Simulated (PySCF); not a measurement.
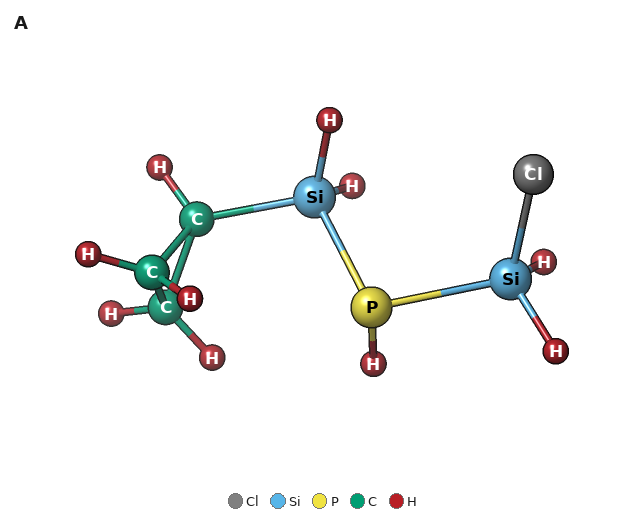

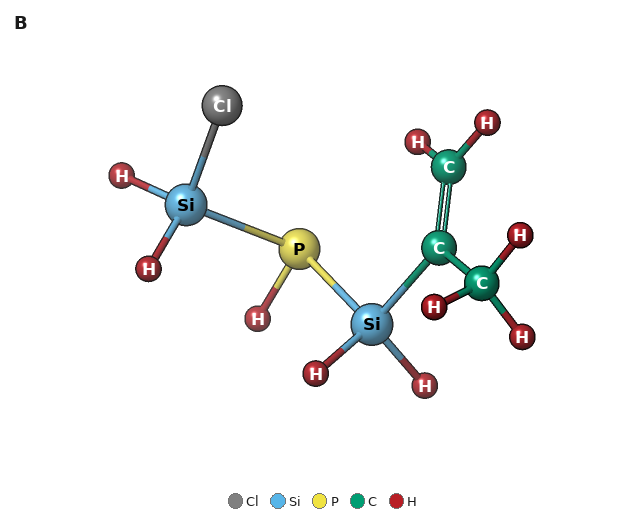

2 stationary structures of one formula. Geometries: GFN2-xTB. Electronic energies: PBE0/pcSseg-1 (PySCF 2.14.0), without zero-point energy. No frequency run is at hand to confirm each as a minimum. Each is one conformer, not always the lowest.

**Which is lowest in energy, and by how much?**

B is lowest; A lies 0.124 eV above it. A is `Cl[SiH2]P[SiH2]C1CC1`, B is `C=C(C)[SiH2]P[SiH2]Cl`.

The geometry is semi-empirical. Around P, Si such bond lengths and angles can be off by a tenth of an ångström or more and by several degrees, and values that hang on the shape move with them.
